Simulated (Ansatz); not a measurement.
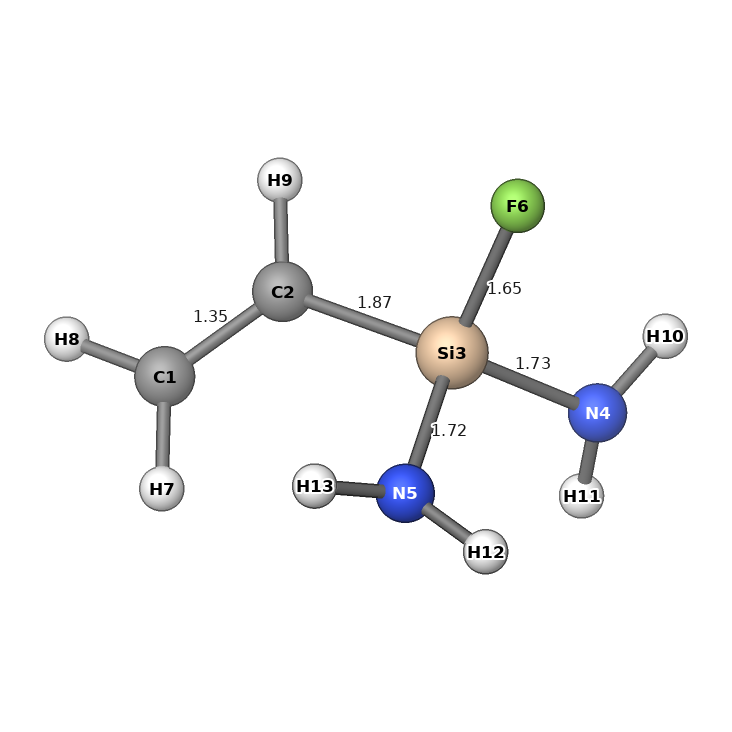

The numbers beside the sticks are distances in Å. Sticks don't show bond order. The computed structure is the end point of a PBE-D4/def2-SVP optimisation. No frequency run is at hand to confirm it as a minimum.

Q: Assign a bond order to each marked bond.

A: C1–C2 double; C2–Si3 single; Si3–N4 single; Si3–N5 single; Si3–F6 single.

Q: Write the SMILES.

A: C=C[Si](N)(N)F
